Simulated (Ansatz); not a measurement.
# TiC: vibrational, elastic and dielectric response, part 2 of 2

The task, for TiC: tighten the relaxation for response calculations, compute the phonons at Γ and, if it has a gap, its response to an electric field and get the elastic tensor.

Ansatz 0.2.0; DFT LDA, scalar-relativistic, plane waves, PAW. The steps go on from the part before.

## (4) Elastic constants, atoms relaxed

The COD entry's cell or inner coordinates are ideal or old and differ from later refinements, so a difference from it is no clean test against experiment.

input.yaml reads:

```yaml
crystal:
  lattice:
    - [0.0, 2.1305964026, 2.1305964026]
    - [2.1305964026, 0.0, 2.1305964026]
    - [2.1305964026, 2.1305964026, 0.0]
  atoms:
    - { symbol: Ti, position: [0.0, 0.0, 0.0] }
    - { symbol: C, position: [0.5, 0.5, 0.5] }
basis:
  ecutwfc: 420
kpoints:
  mp_grid: { grid: [16, 16, 16] }
hamiltonian:
  xc: lda
scf:
  occupations: { method: fermi_dirac, width: 0.15 }
output:
  forces: true
  stress: true
  eigenvalues: true
elastic:
  mode: relaxed_ion
  amplitude: 0.005
```

Launch:

```
$ ansatz run input.yaml --threads 1 --pin off --max-ram 2560MiB --backend cpu --events-out ev --progress --plain --runs-dir out
```

The log of the run:

```text
Warning: RAYON_NUM_THREADS=1 ignored (pool sized by the plan → 1); use --threads N
band count auto-derived: 13 (N_el = 16.0; filled up to band 8; 12 by the electrons, moments and atoms)
Engine: ansatz 0.2.0, x86_64-unknown-linux-gnu
Pseudopotentials: kind: paw
Pseudopotential: Ti, paw, valence charge 12, recommended cutoff 420 eV (normal), Ti.paw.azcp
Pseudopotential: C, paw, valence charge 4, recommended cutoff 420 eV (normal), C.paw.azcp
Functional definition: SPW92
  exchange = slater_x
  correlation = pw_c
Crystal: 2 atoms, lattice volume = 19.343 Å³
Basis set: ecut = 420 eV, 339 PW (Γ)
Bands: 13, of which v1, the nominal top of the filled ones, is band 8 counted from 1 (7 counted from 0)
Symmetry: 48 space group operations
Space group: Fm-3m (ITA 225), of the structure as read, at distance tolerance 2.7e-5 Å
k-points: 145 of 4096
Non-local potential: Ti, projectors of the file, l = 0: 3, l = 1: 2, l = 2: 3, l = 3: 1
Non-local potential: C, projectors of the file, l = 0: 2, l = 1: 2, l = 2: 1
PAW form: soft (Blöchl's): semilocal exchange-correlation on the pseudo side does not see the compensation charge
PAW frozen core: Ti, regenerated for the run's functional, and the local potential with it (the file was generated under x = pbe(κ = 0.804, μ = 0.2195149727645171), c = pbe(β = 0.06672455060314922))
PAW frozen core: C, regenerated for the run's functional, and the local potential with it (the file was generated under x = pbe(κ = 0.804, μ = 0.2195149727645171), c = pbe(β = 0.06672455060314922))
PAW one-centre angular grid: Ti, 590 points (default); XC on 64 Gauss nodes
PAW one-centre angular grid: C, 110 points (default); XC on 64 Gauss nodes
Initial density: superposition of atomic densities (neutral atoms: chi_scale 0, normalization atom), corrected by the library's trained network
Initial wavefunctions: pseudopotential atomic-orbital guess
Functional: x = slater, c = lda
SCF iter   1: F=—  HF=-2695.193250 eV  |F-HF|=—  |Δ(HF+E_count)|=         —  Δρ=1.05e-2  dr2=2.56e-2  ethr=1.77e-3  ⟨swp⟩=4.5  Hψ=9308  notcnv=0
preconditioner: auto → none  [metal: Δε(μ)=0.032 eV  Ē_g=8.791 eV  σ=0.150 eV  W_gap=0.05  n_scr=8 (ndim 8)  ℏωp=23.9 eV  f_vac=0.000  D(μ)=0.33/eV (n_scr^D=0)  sad-step TF]
SCF iter   2: F=—  HF=-2695.190970 eV  |F-HF|=—  |Δ(HF+E_count)|=   2.28e-3  Δρ=8.05e-3  dr2=1.64e-2  ethr=1.60e-4  ⟨swp⟩=1.0  Hψ=3045  notcnv=0
SCF iter   3: F=—  HF=-2695.187949 eV  |F-HF|=—  |Δ(HF+E_count)|=   3.02e-3  Δρ=1.11e-3  dr2=2.42e-4  ethr=1.03e-4  ⟨swp⟩=1.0  Hψ=1886  notcnv=0
SCF iter   4: F=—  HF=-2695.187884 eV  |F-HF|=—  |Δ(HF+E_count)|=   6.51e-5  Δρ=2.16e-4  dr2=2.85e-6  ethr=1.51e-6  ⟨swp⟩=2.1  Hψ=2403  notcnv=0
SCF iter   5: F=—  HF=-2695.187884 eV  |F-HF|=—  |Δ(HF+E_count)|=   5.33e-7  Δρ=1.24e-5  dr2=1.69e-8  ethr=1.78e-8  ⟨swp⟩=2.7  Hψ=3259  notcnv=0
SCF iter   6: F=—  HF=-2695.187885 eV  |F-HF|=—  |Δ(HF+E_count)|=   5.08e-7  Δρ=5.98e-7  dr2=1.51e-11  ethr=1.06e-10  ⟨swp⟩=2.1  Hψ=3031  notcnv=0
SCF iter   7: F=—  HF=-2695.187885 eV  |F-HF|=—  |Δ(HF+E_count)|=  1.05e-11  Δρ=4.93e-8  dr2=1.20e-13  ethr=9.47e-14 (applied; sched 1.00e-12)  ⟨swp⟩=2.3  Hψ=2956  notcnv=0
SCF iter   8: F=-2695.187885 eV  HF=-2695.187885 eV  |F-HF|=9.09e-13  |Δ(HF+E_count)|=    0.00e0  Δρ=9.49e-10  dr2=7.27e-17  ethr=1.00e-12  ⟨swp⟩=3.0  Hψ=4820  notcnv=0
SCF 1 converged in 8 iterations: F = -2695.187885 eV  dr2 = 7.27e-17
Crystal: 2 atoms, lattice volume = 19.150 Å³
Symmetry: 16 space group operations
k-points: 349 of 4096
Initial density: handed on by an earlier stage of this run
Initial wavefunctions: those handed on with the density
iter 1 solved again at ethr=1.47e-5 eV; its pass at ethr=3.10e-3 eV (dr2=2.35e-3 eV) is discarded
SCF iter   1: F=—  HF=-2695.184880 eV  |F-HF|=—  |Δ(HF+E_count)|=         —  Δρ=3.42e-3  dr2=2.34e-3  ethr=1.47e-5  ⟨swp⟩=1.5  Hψ=26191  notcnv=0
preconditioner: auto → none  [metal: Δε(μ)=0.010 eV  Ē_g=8.933 eV  σ=0.150 eV  W_gap=0.02  n_scr=8 (ndim 8)  ℏωp=24.0 eV  f_vac=0.000  D(μ)=0.32/eV (n_scr^D=0)]
SCF iter   2: F=—  HF=-2695.184301 eV  |F-HF|=—  |Δ(HF+E_count)|=   5.79e-4  Δρ=1.34e-3  dr2=3.97e-4  ethr=1.46e-5  ⟨swp⟩=1.0  Hψ=4551  notcnv=0
SCF iter   3: F=—  HF=-2695.184208 eV  |F-HF|=—  |Δ(HF+E_count)|=   9.31e-5  Δρ=2.30e-4  dr2=1.28e-5  ethr=2.48e-6  ⟨swp⟩=1.1  Hψ=4743  notcnv=0
SCF iter   4: F=—  HF=-2695.184205 eV  |F-HF|=—  |Δ(HF+E_count)|=   2.25e-6  Δρ=3.73e-5  dr2=2.59e-7  ethr=8.01e-8  ⟨swp⟩=1.1  Hψ=4690  notcnv=0
SCF iter   5: F=—  HF=-2695.184205 eV  |F-HF|=—  |Δ(HF+E_count)|=   2.78e-8  Δρ=5.84e-6  dr2=2.10e-9  ethr=1.62e-9  ⟨swp⟩=2.9  Hψ=7485  notcnv=0
SCF iter   6: F=—  HF=-2695.184205 eV  |F-HF|=—  |Δ(HF+E_count)|=  9.66e-10  Δρ=5.34e-7  dr2=3.22e-11  ethr=1.31e-11  ⟨swp⟩=2.0  Hψ=7306  notcnv=0
SCF iter   7: F=—  HF=-2695.184205 eV  |F-HF|=—  |Δ(HF+E_count)|=  4.55e-13  Δρ=4.91e-8  dr2=3.87e-13  ethr=2.01e-13 (applied; sched 1.00e-12)  ⟨swp⟩=2.3  Hψ=5995  notcnv=0
SCF iter   8: F=-2695.184205 eV  HF=-2695.184205 eV  |F-HF|=4.55e-13  |Δ(HF+E_count)|=  9.09e-13  Δρ=2.99e-9  dr2=8.16e-16  ethr=1.00e-12  ⟨swp⟩=4.0  Hψ=12638  notcnv=0
SCF 2 converged in 8 iterations: F = -2695.184205 eV  dr2 = 8.16e-16
Crystal: 2 atoms, lattice volume = 19.537 Å³
Basis set: ecut = 420 eV, 363 PW (Γ)
iter 1 solved again at ethr=1.13e-8 eV; its pass at ethr=3.10e-3 eV (dr2=1.81e-6 eV) is discarded
SCF iter   1: F=—  HF=-2695.184457 eV  |F-HF|=—  |Δ(HF+E_count)|=         —  Δρ=2.34e-4  dr2=2.26e-6  ethr=1.13e-8  ⟨swp⟩=2.2  Hψ=25022  notcnv=0
preconditioner: auto → none  [metal: Δε(μ)=0.014 eV  Ē_g=8.769 eV  σ=0.150 eV  W_gap=0.02  n_scr=8 (ndim 8)  ℏωp=23.8 eV  f_vac=0.000  D(μ)=0.32/eV (n_scr^D=0)]
SCF iter   2: F=—  HF=-2695.184459 eV  |F-HF|=—  |Δ(HF+E_count)|=   2.52e-6  Δρ=1.13e-4  dr2=3.72e-7  ethr=1.13e-8  ⟨swp⟩=2.6  Hψ=5997  notcnv=0
SCF iter   3: F=—  HF=-2695.184460 eV  |F-HF|=—  |Δ(HF+E_count)|=   8.98e-7  Δρ=2.32e-5  dr2=1.38e-8  ethr=2.33e-9  ⟨swp⟩=1.0  Hψ=4573  notcnv=0
SCF iter   4: F=—  HF=-2695.184460 eV  |F-HF|=—  |Δ(HF+E_count)|=   4.10e-8  Δρ=1.31e-6  dr2=1.48e-10  ethr=8.65e-11  ⟨swp⟩=1.1  Hψ=4580  notcnv=0
SCF iter   5: F=—  HF=-2695.184460 eV  |F-HF|=—  |Δ(HF+E_count)|=  7.19e-11  Δρ=3.18e-7  dr2=2.55e-12  ethr=9.27e-13 (applied; sched 1.00e-12)  ⟨swp⟩=2.1  Hψ=5419  notcnv=0
SCF iter   6: F=—  HF=-2695.184460 eV  |F-HF|=—  |Δ(HF+E_count)|=  7.73e-12  Δρ=2.97e-8  dr2=1.80e-13  ethr=1.00e-12  ⟨swp⟩=4.1  Hψ=13654  notcnv=0
SCF iter   7: F=-2695.184460 eV  HF=-2695.184460 eV  |F-HF|=0.00e0  |Δ(HF+E_count)|=  4.55e-13  Δρ=6.51e-9  dr2=7.99e-15  ethr=1.00e-12  ⟨swp⟩=3.9  Hψ=12107  notcnv=0
SCF 3 converged in 7 iterations: F = -2695.184460 eV  dr2 = 7.99e-15
Crystal: 2 atoms, lattice volume = 19.440 Å³
Basis set: ecut = 420 eV, 347 PW (Γ)
SCF iter   1: F=—  HF=-2695.187013 eV  |F-HF|=—  |Δ(HF+E_count)|=         —  Δρ=1.08e-4  dr2=4.70e-8  ethr=1.00e-12  ⟨swp⟩=8.2  Hψ=31490  notcnv=0
preconditioner: auto → none  [metal: Δε(μ)=0.011 eV  Ē_g=8.805 eV  σ=0.150 eV  W_gap=0.02  n_scr=8 (ndim 8)  ℏωp=23.8 eV  f_vac=0.000  D(μ)=0.32/eV (n_scr^D=0)]
SCF iter   2: F=—  HF=-2695.187014 eV  |F-HF|=—  |Δ(HF+E_count)|=   7.25e-7  Δρ=5.41e-5  dr2=1.17e-8  ethr=1.00e-12  ⟨swp⟩=1.0  Hψ=7330  notcnv=0
SCF iter   3: F=—  HF=-2695.187014 eV  |F-HF|=—  |Δ(HF+E_count)|=   2.42e-7  Δρ=5.56e-8  dr2=3.93e-13  ethr=1.00e-12  ⟨swp⟩=1.0  Hψ=4540  notcnv=0
SCF iter   4: F=-2695.187014 eV  HF=-2695.187014 eV  |F-HF|=0.00e0  |Δ(HF+E_count)|=    0.00e0  Δρ=1.12e-8  dr2=1.63e-14  ethr=1.00e-12  ⟨swp⟩=4.0  Hψ=13524  notcnv=0
SCF 4 converged in 4 iterations: F = -2695.187014 eV  dr2 = 1.63e-14
Crystal: 2 atoms, lattice volume = 19.247 Å³
SCF iter   1: F=—  HF=-2695.186976 eV  |F-HF|=—  |Δ(HF+E_count)|=         —  Δρ=1.91e-5  dr2=1.51e-9  ethr=1.00e-12  ⟨swp⟩=7.9  Hψ=31726  notcnv=0
preconditioner: auto → none  [metal: Δε(μ)=0.030 eV  Ē_g=8.880 eV  σ=0.150 eV  W_gap=0.05  n_scr=8 (ndim 8)  ℏωp=23.9 eV  f_vac=0.000  D(μ)=0.32/eV (n_scr^D=0)]
SCF iter   2: F=—  HF=-2695.186976 eV  |F-HF|=—  |Δ(HF+E_count)|=   2.43e-8  Δρ=9.56e-6  dr2=3.69e-10  ethr=1.00e-12  ⟨swp⟩=1.0  Hψ=7345  notcnv=0
SCF iter   3: F=—  HF=-2695.186976 eV  |F-HF|=—  |Δ(HF+E_count)|=   8.12e-9  Δρ=1.44e-7  dr2=6.17e-13  ethr=1.00e-12  ⟨swp⟩=1.0  Hψ=4544  notcnv=0
SCF iter   4: F=-2695.186976 eV  HF=-2695.186976 eV  |F-HF|=9.09e-13  |Δ(HF+E_count)|=    0.00e0  Δρ=1.30e-8  dr2=1.54e-14  ethr=1.00e-12  ⟨swp⟩=4.0  Hψ=13621  notcnv=0
SCF 5 converged in 4 iterations: F = -2695.186976 eV  dr2 = 1.54e-14
Basis set: ecut = 420 eV, 343 PW (Γ)
Symmetry: 8 space group operations
k-points: 621 of 4096
iter 1 solved again at ethr=4.65e-7 eV; its pass at ethr=3.10e-3 eV (dr2=7.43e-5 eV) is discarded
SCF iter   1: F=—  HF=-2695.186816 eV  |F-HF|=—  |Δ(HF+E_count)|=         —  Δρ=8.17e-4  dr2=7.20e-5  ethr=4.65e-7  ⟨swp⟩=2.0  Hψ=47357  notcnv=0
preconditioner: auto → none  [metal: Δε(μ)=0.003 eV  Ē_g=8.842 eV  σ=0.150 eV  W_gap=0.00  n_scr=8 (ndim 8)  ℏωp=23.9 eV  f_vac=0.000  D(μ)=0.32/eV (n_scr^D=0)]
SCF iter   2: F=—  HF=-2695.186795 eV  |F-HF|=—  |Δ(HF+E_count)|=   2.15e-5  Δρ=3.15e-4  dr2=8.52e-6  ethr=4.50e-7  ⟨swp⟩=1.4  Hψ=8959  notcnv=0
SCF iter   3: F=—  HF=-2695.186793 eV  |F-HF|=—  |Δ(HF+E_count)|=   1.84e-6  Δρ=4.00e-5  dr2=9.64e-8  ethr=5.32e-8  ⟨swp⟩=1.5  Hψ=8517  notcnv=0
SCF iter   4: F=—  HF=-2695.186791 eV  |F-HF|=—  |Δ(HF+E_count)|=   1.44e-6  Δρ=3.23e-6  dr2=5.12e-10  ethr=6.02e-10  ⟨swp⟩=1.3  Hψ=8445  notcnv=0
SCF iter   5: F=—  HF=-2695.186791 eV  |F-HF|=—  |Δ(HF+E_count)|=  8.64e-11  Δρ=5.03e-7  dr2=2.82e-11  ethr=3.20e-12  ⟨swp⟩=2.6  Hψ=13288  notcnv=0
SCF iter   6: F=—  HF=-2695.186791 eV  |F-HF|=—  |Δ(HF+E_count)|=  9.09e-12  Δρ=8.23e-8  dr2=6.45e-13  ethr=1.76e-13 (applied; sched 1.00e-12)  ⟨swp⟩=2.5  Hψ=12786  notcnv=0
SCF iter   7: F=-2695.186791 eV  HF=-2695.186791 eV  |F-HF|=9.09e-13  |Δ(HF+E_count)|=  9.09e-13  Δρ=1.20e-8  dr2=2.14e-14  ethr=1.00e-12  ⟨swp⟩=4.0  Hψ=22703  notcnv=0
SCF 6 converged in 7 iterations: F = -2695.186791 eV  dr2 = 2.14e-14
iter 1 solved again at ethr=4.66e-9 eV; its pass at ethr=3.10e-3 eV (dr2=7.46e-7 eV) is discarded
SCF iter   1: F=—  HF=-2695.186790 eV  |F-HF|=—  |Δ(HF+E_count)|=         —  Δρ=1.49e-4  dr2=6.44e-7  ethr=4.66e-9  ⟨swp⟩=2.1  Hψ=43368  notcnv=0
preconditioner: auto → none  [metal: Δε(μ)=0.008 eV  Ē_g=8.842 eV  σ=0.150 eV  W_gap=0.01  n_scr=8 (ndim 8)  ℏωp=23.9 eV  f_vac=0.000  D(μ)=0.32/eV (n_scr^D=0)]
SCF iter   2: F=—  HF=-2695.186791 eV  |F-HF|=—  |Δ(HF+E_count)|=   1.16e-6  Δρ=7.43e-5  dr2=1.63e-7  ethr=4.02e-9  ⟨swp⟩=1.0  Hψ=8073  notcnv=0
SCF iter   3: F=—  HF=-2695.186791 eV  |F-HF|=—  |Δ(HF+E_count)|=   3.86e-7  Δρ=1.59e-6  dr2=4.02e-10  ethr=1.02e-9  ⟨swp⟩=1.0  Hψ=8112  notcnv=0
SCF iter   4: F=—  HF=-2695.186791 eV  |F-HF|=—  |Δ(HF+E_count)|=  1.36e-10  Δρ=6.08e-7  dr2=2.50e-11  ethr=2.51e-12  ⟨swp⟩=2.6  Hψ=13417  notcnv=0
SCF iter   5: F=—  HF=-2695.186791 eV  |F-HF|=—  |Δ(HF+E_count)|=  1.32e-11  Δρ=2.13e-7  dr2=2.70e-13  ethr=1.56e-13 (applied; sched 1.00e-12)  ⟨swp⟩=2.3  Hψ=11986  notcnv=0
SCF iter   6: F=-2695.186791 eV  HF=-2695.186791 eV  |F-HF|=4.55e-13  |Δ(HF+E_count)|=  4.09e-12  Δρ=3.54e-9  dr2=5.03e-16  ethr=1.00e-12  ⟨swp⟩=3.1  Hψ=20671  notcnv=0
SCF 7 converged in 6 iterations: F = -2695.186791 eV  dr2 = 5.03e-16
SCF iter   1: F=—  HF=-2695.187613 eV  |F-HF|=—  |Δ(HF+E_count)|=         —  Δρ=6.20e-5  dr2=1.53e-8  ethr=1.00e-12  ⟨swp⟩=8.3  Hψ=53487  notcnv=0
preconditioner: auto → none  [metal: Δε(μ)=0.002 eV  Ē_g=8.842 eV  σ=0.150 eV  W_gap=0.00  n_scr=8 (ndim 8)  ℏωp=23.9 eV  f_vac=0.000  D(μ)=0.32/eV (n_scr^D=0)]
SCF iter   2: F=—  HF=-2695.187613 eV  |F-HF|=—  |Δ(HF+E_count)|=   2.37e-7  Δρ=3.10e-5  dr2=3.83e-9  ethr=1.00e-12  ⟨swp⟩=1.0  Hψ=13041  notcnv=0
SCF iter   3: F=-2695.187613 eV  HF=-2695.187613 eV  |F-HF|=9.09e-13  |Δ(HF+E_count)|=   7.91e-8  Δρ=5.85e-9  dr2=2.09e-15  ethr=1.00e-12  ⟨swp⟩=3.1  Hψ=27255  notcnv=0
SCF 8 converged in 3 iterations: F = -2695.187613 eV  dr2 = 2.09e-15
SCF iter   1: F=—  HF=-2695.187613 eV  |F-HF|=—  |Δ(HF+E_count)|=         —  Δρ=6.20e-5  dr2=1.53e-8  ethr=1.00e-12  ⟨swp⟩=8.1  Hψ=54194  notcnv=0
SCF iter   2: F=—  HF=-2695.187613 eV  |F-HF|=—  |Δ(HF+E_count)|=   2.37e-7  Δρ=3.10e-5  dr2=3.83e-9  ethr=1.00e-12  ⟨swp⟩=1.0  Hψ=13041  notcnv=0
SCF iter   3: F=-2695.187613 eV  HF=-2695.187613 eV  |F-HF|=9.09e-13  |Δ(HF+E_count)|=   7.91e-8  Δρ=5.71e-9  dr2=1.96e-15  ethr=1.00e-12  ⟨swp⟩=3.1  Hψ=26981  notcnv=0
SCF 9 converged in 3 iterations: F = -2695.187613 eV  dr2 = 1.96e-15
SCF converged after 8 iterations
Free energy (F): -2695.187885 eV
Harris-Foulkes:  -2695.187885 eV  (|F-HF|=9.09e-13)
Internal energy: -2695.163461 eV  (E = F + TS)
E sigma→0 (E₀):  -2695.175673 eV
Entropy (-TS):   -0.024423 eV (-12.212 meV/atom)
Fermi energy:    15.219527 eV
--- Per-component energies (eV) ---
  E_band       = -98.772615
  E_kinetic    = 364.942363
  E_local      = -750.738651  (includes V_loc(G=0)·N_el)
  E_nonlocal   = 37.171066
  E_hartree    = 305.871236
  E_xc         = -147.104335
  E_vxc        = -184.539526  (∫ρ·V_xc dr)
  E_paw        = -1089.462428  (= ΣΔE_a)
  E_vpaw       = -177.350443  (= ΣTr[D̂ρ^β])
  E_aug_tail   = 0.000102  (compensation charges beyond the density's cutoff)
  E_ewald      = -1416.231599
  E_core_change = 0.388783  (= ΣΔE_core)
  E_smearing   = -0.024423  (= −TS)
  E_closure    = 0.000000  (closes the sum)
  Σ components = -2695.187885   (vs F -2695.187885, Δ=0.00e0)
--- Forces (eV/Å), atoms counted from 1 ---
  atom   1  Ti    -0.00000000     0.00000000     0.00000000
  atom   2  C      0.00000000    -0.00000000    -0.00000000
  max |Σ_I F_I| component: 6.77e-30 eV/Å
--- Stress (GPa, compression-positive) ---
        0.000736       0.000000       0.000000
        0.000000       0.000736      -0.000000
        0.000000       0.000000       0.000736
  P = ⅓ Tr σ = 0.0007 GPa (0.007 kbar)
--- Band table (eV; the first three rows and the last of 145) ---
  k-point 0: bands = ["-40.5890", "-16.8978", "-16.8978", "-16.8978", "2.7836", "15.8887", "15.8887", "15.8887", "16.9833", "16.9833", "16.9833", "17.0646", "17.0646"]
  k-point 1: bands = ["-40.5854", "-16.9223", "-16.9000", "-16.9000", "2.8789", "15.4396", "15.6988", "15.6988", "16.2893", "16.2893", "17.2326", "18.0867", "18.0867"]
  k-point 2: bands = ["-40.5750", "-16.9918", "-16.9063", "-16.9063", "3.1584", "14.5484", "14.9171", "14.9171", "16.3517", "16.3517", "17.5898", "19.2103", "19.2103"]
  k-point 144: bands = ["-40.4605", "-17.2733", "-17.2733", "-17.1150", "5.7814", "12.0256", "12.0256", "12.4223", "18.1648", "18.1648", "18.9692", "20.8105", "20.8407"]
--- Elastic constants: 2 strain directions × 4 members + reference (group order 48) ---
  dense FFT box of the reference and of every strained cell: 24×24×24
  strains applied: 11, 23; error gains: componentwise 1.00 (the most a stress slope's error grows in a printed constant), spectral 1.73 (1 for all six strains in a standard setting)
  C = ∂σ_k/∂η_j (tension-positive GPa; Voigt order 11 22 33 23 13 12):
       587.517    128.929    128.929      0.000     -0.000     -0.000
       128.929    587.517    128.929     -0.000     -0.000      0.000
       128.929    128.929    587.517     -0.000      0.000     -0.000
         0.000      0.000      0.000    178.784     -0.000     -0.000
         0.000     -0.000     -0.000      0.000    178.784     -0.000
        -0.000      0.000      0.000     -0.000     -0.000    178.784
  reference stress σ⁰ (GPa):     -0.001     -0.001     -0.001      0.000     -0.000     -0.000
  C* (energy form; C + prestress term) asymmetry max|C*_kj − C*_jk| = 2.594e-15 GPa — a small one proves nothing (zero by symmetry where the batch's group is 432, −43m or m−3m); a large one is finite-difference/SCF noise where every solve meets its electron count
  moduli (Voigt/Reuss/Hill, GPa): K = 281.79/281.79/281.79   G = 198.99/196.06/197.52   E = 480.34   ν = 0.216
  mechanically stable: yes (min eigenvalue of sym C = 178.78 GPa)
  strain η (Voigt 11):  stress-route row diagonal C_11 = 587.52 GPa, energy-path curvature d²(F+E_count+ΔE)/dδ²/Ω₀ = 587.53 GPa
    cells at ±δ against ±2δ: C11 587.73 and 588.39 GPa, apart by 0.11 % of the column's largest entry
         δ    σ_11 (GPa)             F (eV)   n_scf  n_hpsi   n_pw
    -1.000e-2      -6.2049       -2695.1842054       8   78131    388   relax 0 steps, max|allowed force component| 2.96e-30 eV/Å
    -5.000e-3      -3.0192       -2695.1869760       4   61810    388   relax 0 steps, max|allowed force component| 2.12e-30 eV/Å
     5.000e-3       2.8581       -2695.1870144       4   61468    391   relax 0 steps, max|allowed force component| 9.86e-31 eV/Å
     1.000e-2       5.5629       -2695.1844602       7   75910    392   relax 0 steps, max|allowed force component| 2.47e-31 eV/Å
  strain η (Voigt 23):  stress-route row diagonal C_44 = 178.78 GPa, energy-path curvature d²(F+E_count+ΔE)/dδ²/Ω₀ = 178.74 GPa
    cells at ±δ against ±2δ: C44 178.79 and 178.81 GPa, apart by 0.01 % of the column's largest entry
         δ    σ_23 (GPa)             F (eV)   n_scf  n_hpsi   n_pw
    -1.000e-2      -1.7881       -2695.1867912       7  130141    388   relax 0 steps, max|allowed force component| 1.18e-30 eV/Å
    -5.000e-3      -0.8940       -2695.1876133       3  102324    388   relax 0 steps, max|allowed force component| 1.11e-29 eV/Å
     5.000e-3       0.8940       -2695.1876133       3  101915    388   relax 0 steps, max|allowed force component| 1.81e-29 eV/Å
     1.000e-2       1.7881       -2695.1867912       6  113771    388   relax 0 steps, max|allowed force component| 1.58e-30 eV/Å
```

Run time: 26 s. Hardware: 1 thread of AMD EPYC 9R45 (Zen 5), shared host; peak memory 0.52 GiB.

What follows for a polycrystal (Hill averages; density 5.140 g/cm³):

| quantity | value |
| --- | --- |
| bulk modulus B | 281.8 GPa |
| shear modulus G | 197.5 GPa |
| B/G | 1.43 |
| universal anisotropy index | 0.07 |
| sound speeds v_l, v_t | 10298, 6199 m/s |
| Debye temperature Θ | 958 K |

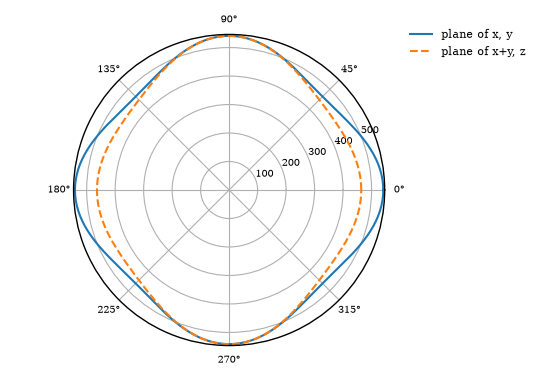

Young's modulus (GPa, as the radius) by direction in planes through the Cartesian axes; the angle runs from the first direction named to the second, and planes that repeat another are left out.

## (5) Outcome

What follows sums up all 2 parts.

| quantity | value |
| --- | --- |
| optical modes at Γ | 553 cm⁻¹ |
| C11, C12, C44 (relaxed-ion) | 588, 129, 179 GPa |
| B, G, E (Hill) (relaxed-ion) | 282, 198, 480 GPa |
| Poisson ratio (relaxed-ion) | 0.22 |
| Debye temperature | 958 K |

No zone-centre mode is imaginary. That tests stability at Γ alone. It is stable against strain: the least eigenvalue of C is 179 GPa. By Pugh's rule of thumb B/G = 1.43 (under 1.75) points to a brittle solid; Young's modulus ranges from about 443 to 541 GPa with direction. For a metal these values are sensitive to the k mesh. A measured lattice constant a of TiC is 4.325 Å (ceramic; “Reflectance spectral studies of spark plasma sintered tungsten carbide pellet”, 2024, arxiv:2411.15754); the calculated 4.261 Å misses it by -1.5 %. That is the cell relaxed with LDA. The calculation is for a static lattice.
